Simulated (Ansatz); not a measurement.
A series of calculations on CH$_{10}$Si$_{2}$

**1. Relaxation**

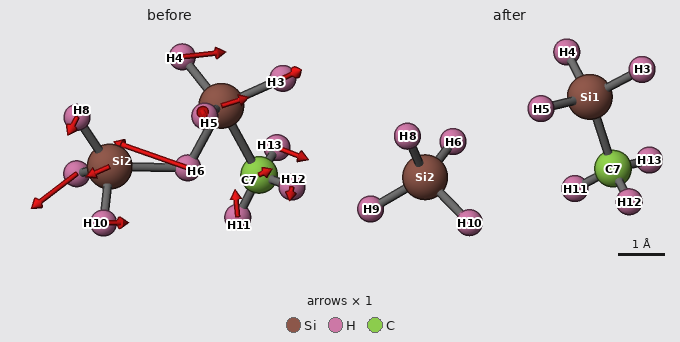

The structure of CH$_{10}$Si$_{2}$ (started from a transition state, displaced along its imaginary mode) before (left) and after (right) a relaxation, at one scale. The red arrows give the displacements, at their true length.

A ball-and-stick model, seen at a tilt.

The calculation used Ansatz, RKS PBE0-D4/def2-TZVP.

Input
```yaml
crystal:
  periodic: [false, false, false]
  atoms:
    - {symbol: Si, position_ang: [-0.338216, 0.915307, 0.665707]}
    - {symbol: Si, position_ang: [1.461744, -1.192573, 0.220833]}
    - {symbol: H, position_ang: [-1.284442, 2.062043, 0.784550]}
    - {symbol: H, position_ang: [-0.470676, 0.162030, 2.010305]}
    - {symbol: H, position_ang: [1.012342, 1.615961, 0.485815]}
    - {symbol: H, position_ang: [0.049223, -0.303656, -0.350264]}
    - {symbol: C, position_ang: [-1.350439, 0.350030, -0.984283]}
    - {symbol: H, position_ang: [2.298330, -0.845750, 1.436094]}
    - {symbol: H, position_ang: [1.033970, -2.617522, 0.388472]}
    - {symbol: H, position_ang: [2.342825, -1.102806, -0.954608]}
    - {symbol: H, position_ang: [-1.169698, -0.516433, -1.687495]}
    - {symbol: H, position_ang: [-1.253850, 1.263005, -1.517620]}
    - {symbol: H, position_ang: [-2.331013, 0.210264, -0.497306]}
basis:
  gaussian: {orbitals: def2-TZVP}
hamiltonian: {xc: pbe0, dispersion: d4}
relax: {f_tol: 0.005, max_steps: 200}
```

Run as
```bash
ansatz run in.yaml --threads 4 --pin off --events-out ev --progress --plain --max-ram 9574MiB
```

Q: Summarise the run.

A: After 68 accepted moves (70 points after the start) the energy has fallen by 2.567 eV. The largest force component goes from 2.3 to 0.0041 eV/Å. The line search rejected the trial steps at points 10, 25 of the run. The forces were under the threshold at step 37, but the run went on from there. H6 moves most after the best rigid fit: 1.91 Å. By element the largest moves are H 1.91 Å, Si 0.66 Å, C 0.36 Å. Some distances before and after: Si1–H6 1.633 → 3.404 Å, Si1–Si2 2.807 → 4.048 Å, Si2–H6 1.764 → 1.486 Å, Si1–C7 2.017 → 1.870 Å. Bonds break, among them: Si1–H6 (1.63 → 3.40 Å). Among the angles between lasting bonds that change: H3–Si1–C7 87.8° → 110.7°, Si1–C7–H11 130.1° → 110.8°, H6–Si2–H8 125.9° → 109.6°. The run took 2.4 min on 4 threads of AMD EPYC 7R43 64-Core, on a shared host.

**2. Relaxation**

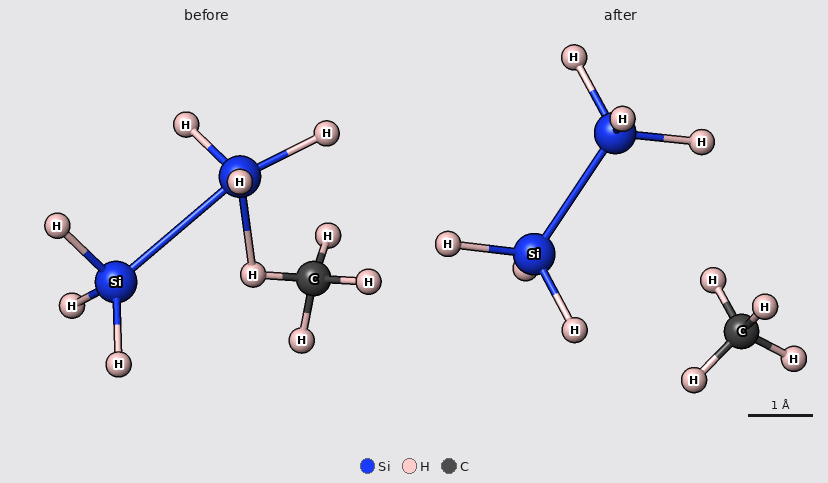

The structure of CH10Si2 (started from a transition state, displaced along its imaginary mode) before (left) and after (right) a relaxation, at one scale.

A ball-and-stick model, seen at a tilt.

Method: RKS PBE0-D4/def2-TZVP in Ansatz.

Input file:
```yaml
crystal:
  periodic: [false, false, false]
  atoms:
    - {symbol: Si, position_ang: [-0.064596, 0.895581, 0.815703]}
    - {symbol: Si, position_ang: [1.461317, -1.102888, 0.296597]}
    - {symbol: H, position_ang: [-1.238544, 1.911767, 0.779731]}
    - {symbol: H, position_ang: [-0.410522, 0.170056, 2.004345]}
    - {symbol: H, position_ang: [1.084081, 1.762877, 0.628353]}
    - {symbol: H, position_ang: [-0.492454, -0.161451, -0.565586]}
    - {symbol: C, position_ang: [-1.302283, 0.223992, -1.049194]}
    - {symbol: H, position_ang: [2.350605, -0.885814, 1.457538]}
    - {symbol: H, position_ang: [0.959046, -2.514197, 0.404152]}
    - {symbol: H, position_ang: [2.378931, -1.121911, -0.924279]}
    - {symbol: H, position_ang: [-1.256170, -0.551225, -1.783561]}
    - {symbol: H, position_ang: [-1.242116, 1.215565, -1.562729]}
    - {symbol: H, position_ang: [-2.227195, 0.157548, -0.500871]}
basis:
  gaussian: {orbitals: def2-TZVP}
hamiltonian: {xc: pbe0, dispersion: d4}
relax: {f_tol: 0.005, max_steps: 200}
```

Launched with:
```bash
ansatz run in.yaml --threads 4 --pin off --events-out ev --progress --plain --max-ram 9574MiB
```

Question: Describe what moved and what it gained.

Answer: The atom that moves furthest after the best rigid fit is H6 (1.83 Å). By element the largest moves are H 1.83 Å, Si 1.07 Å, C 0.98 Å. Among the contacts that change: Si1–H6 1.791 → 4.578 Å, Si1–C7 2.337 → 4.336 Å, Si1–Si2 2.567 → 2.339 Å, H6–C7 1.019 → 1.090 Å. Among the angles between lasting bonds that change: Si2–Si1–H3 162.5° → 110.7°, Si2–Si1–H4 85.3° → 110.1°, Si2–Si1–H5 88.2° → 110.1°. Over 31 accepted moves (36 points after the start) the energy falls by 306.3 kJ/mol. The largest force component goes from 3.6 to 0.0035 eV/Å. The line search rejected the trial steps at points 12, 18, 19, 26, 28 of the run. The forces were under the threshold at step 20, but the run went on from there. Cost: 74 s on 4 threads of AMD EPYC 7R43 64-Core, with other jobs on the host.

**3. Reaction**

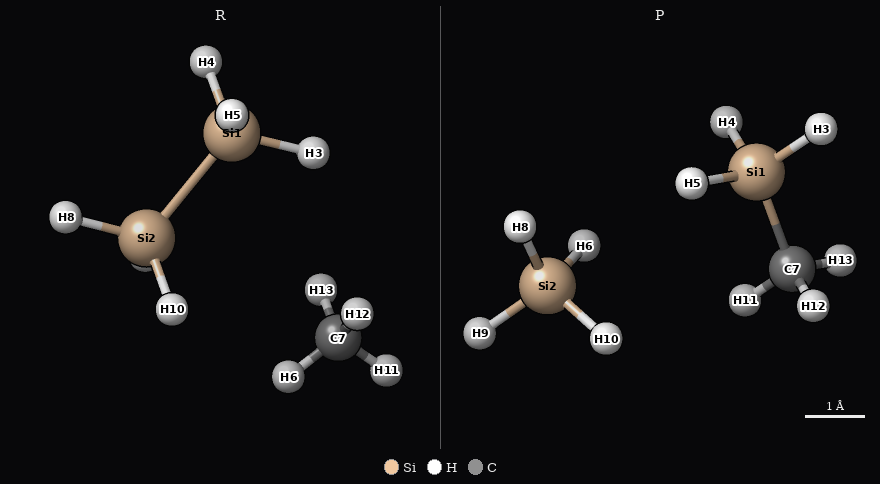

Reactant (R) and product (P) of one elementary step of CH₁₀Si₂. The picture is a ball-and-stick view, seen at a tilt.

Stationary points at PBE0-D4/def2-TZVP, single-point energies with PBE-QIDH, BLYP-D4, CCSD(T)/CBS (def2-TZVPP where no basis is named; Ansatz 0.2.0). The energies are electronic, without zero-point or thermal terms, and both ends are the minima reached downhill from the saddle, with any fragments still in contact. CCSD(T)/CBS stands for a frozen-core estimate: MP2 correlation extrapolated from def2-TZVPP and def2-QZVPP, CCSD(T) minus MP2 from the smaller set.

R:
```xyz
13

Si    0.5275    1.1225    1.6712
Si    1.4219   -0.7823    0.6510
H    -0.6656    1.6073    0.9276
H     0.1224    0.8115    3.0687
H     1.5423    2.2101    1.7030
H    -0.7873   -0.9667   -2.1841
C    -1.5632   -0.2727   -1.8620
H     2.6176   -1.2450    1.4065
H     0.4202   -1.8814    0.6291
H     1.8317   -0.4799   -0.7464
H    -2.3675   -0.2604   -2.5971
H    -1.1413    0.7279   -1.7695
H    -1.9589   -0.5911   -0.8978
```

P:
```xyz
13

Si   -0.8209    1.3655    0.6464
Si    1.8093   -1.6777    0.1891
H    -1.1646    2.8056    0.7963
H    -1.3971    0.6246    1.8006
H     0.6617    1.2389    0.7087
H     0.4523   -1.7889    0.7834
C    -1.4768    0.6954   -0.9715
H     2.7012   -0.9394    1.1167
H     2.3527   -3.0404   -0.0442
H     1.7215   -0.9551   -1.1051
H    -1.2370   -0.3645   -1.0789
H    -1.0398    1.2302   -1.8177
H    -2.5624    0.8057   -1.0234
```

### Predict the saddle point between them and the barrier.

Counted by bonded pieces, R holds CH₄ + Si₂H₆ and P holds CH₆Si + SiH₄. From R over the saddle to P, bonds form: Si1–C7 (4.34 → 2.18 → 1.87 Å), Si2–H6 (3.60 → 2.05 → 1.49 Å). Bonds break: Si1–Si2 (2.34 → 2.69 → 4.05 Å), H6–C7 (1.09 → 1.34 → 3.60 Å). The saddle has one imaginary mode, 1388i cm⁻¹. With PBE-QIDH the barrier is 82.4 kcal/mol from R and 80.1 kcal/mol from P, and P lies 2.3 kcal/mol above R.

```csv
level,barrier from R (kcal/mol),barrier from P (kcal/mol),P less R (kcal/mol)
PBE-QIDH,82.4,80.1,2.3
BLYP-D4,78.6,76.0,2.6
CCSD(T)/CBS,83.9,82.1,1.8
```

Against CCSD(T)/CBS, PBE-QIDH comes closest on the barrier from R (−1.5 kcal/mol) and BLYP-D4 misses most (−5.3 kcal/mol).

Saddle geometry:

```xyz
13

Si   -0.2014    0.9054    0.7407
Si    1.4615   -1.1477    0.2587
H    -1.2615    1.9869    0.7821
H    -0.4406    0.1660    2.0073
H     1.0482    1.6894    0.5571
H    -0.2216   -0.2326   -0.4579
C    -1.3264    0.2870   -1.0167
H     2.3245   -0.8658    1.4468
H     0.9965   -2.5659    0.3963
H     2.3609   -1.1124   -0.9394
H    -1.2129   -0.5338   -1.7355
H    -1.2480    1.2393   -1.5402
H    -2.2791    0.1839   -0.4991
```

The saddle point in the same view, with dashed sticks for the bonds that form or break:

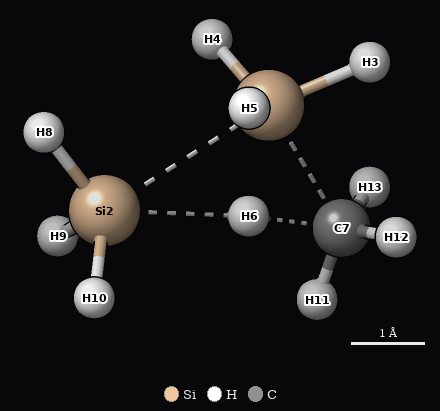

Limits of the set-up: the start holds two separate molecules, 2.9 Å apart at their closest, whose relative position is a soft coordinate.

**4. Path**

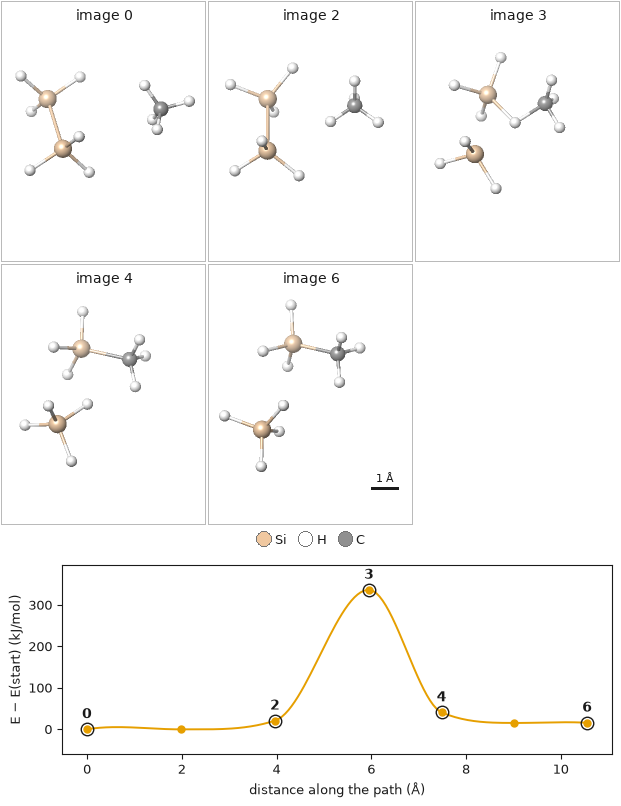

A nudged-elastic-band calculation for CH10Si2, made up of Si₂H₆ and CH4. Images are numbered from 0 (start) to 6 (end). The picture is a ball-and-stick view, seen at a tilt.

All numbers below come from Ansatz 0.2.0, RKS PBE0-D4/def2-SVP.

The input:
```yaml
crystal:
  periodic: [false, false, false]
  atoms:
    - {symbol: Si, position_ang: [0.569483, 1.100630, 1.672046]}
    - {symbol: Si, position_ang: [1.423098, -0.805415, 0.619564]}
    - {symbol: H, position_ang: [-0.630006, 1.606564, 0.953287]}
    - {symbol: H, position_ang: [0.184382, 0.781644, 3.073324]}
    - {symbol: H, position_ang: [1.597932, 2.175486, 1.696236]}
    - {symbol: H, position_ang: [-0.835988, -0.936897, -2.178961]}
    - {symbol: C, position_ang: [-1.597735, -0.236583, -1.837409]}
    - {symbol: H, position_ang: [2.625657, -1.289486, 1.350304]}
    - {symbol: H, position_ang: [0.407789, -1.892025, 0.604811]}
    - {symbol: H, position_ang: [1.812805, -0.495144, -0.781818]}
    - {symbol: H, position_ang: [-2.414203, -0.207791, -2.558513]}
    - {symbol: H, position_ang: [-1.162182, 0.757942, -1.743114]}
    - {symbol: H, position_ang: [-1.980932, -0.559025, -0.869558]}
basis:
  gaussian: {orbitals: def2-SVP}
hamiltonian: {xc: pbe0, dispersion: d4}
neb:
  images: 5
  climbing: true
  max_iterations: 40
  initial_path: idpp
  final_atoms:
    - {symbol: Si, position_ang: [-0.857687, 1.310819, 0.708688]}
    - {symbol: Si, position_ang: [1.813662, -1.677655, 0.142155]}
    - {symbol: H, position_ang: [-1.218903, 2.734589, 0.947747]}
    - {symbol: H, position_ang: [-1.474492, 0.485401, 1.781745]}
    - {symbol: H, position_ang: [0.622077, 1.187732, 0.822961]}
    - {symbol: H, position_ang: [0.434526, -1.838508, 0.670367]}
    - {symbol: C, position_ang: [-1.441562, 0.756237, -0.978987]}
    - {symbol: H, position_ang: [2.660947, -1.003802, 1.156654]}
    - {symbol: H, position_ang: [2.377206, -3.016981, -0.166159]}
    - {symbol: H, position_ang: [1.772881, -0.863694, -1.099084]}
    - {symbol: H, position_ang: [-1.188940, -0.291836, -1.152587]}
    - {symbol: H, position_ang: [-0.974685, 1.353150, -1.765665]}
    - {symbol: H, position_ang: [-2.524930, 0.864449, -1.067634]}
```

Launched with:
```bash
ansatz run in.yaml --threads 4 --pin off --events-out ev --progress --plain --max-ram 9574MiB
```

Describe the mechanism and the energy profile.

Breaking: C–H (1.09 → 3.60 Å), Si–Si (2.34 → 4.05 Å). Forming: C–Si (4.34 → 1.87 Å), H–Si (3.60 → 1.49 Å). The highest point, image 3, lies 336.4 kJ/mol above the start and 320.8 kJ/mol above the end; the end is at +15.7 kJ/mol relative to the start. The band converged in 24 iterations. The largest component of the band force went from 3.1 to 0.05 eV/Å. The climbing image converged on the top of the path. Its curvatures weren't checked. The largest force component is 0.27 eV/Å at the start and 0.28 eV/Å at the end; an end with forces this large is no minimum, and the barrier measured from it can be far off.

Limits of the set-up: the start holds two separate molecules, 2.9 Å apart at their closest, whose relative position is a soft coordinate.

The run took 2.7 min on 4 threads of AMD EPYC 7R43 64-Core, with other jobs on the host.
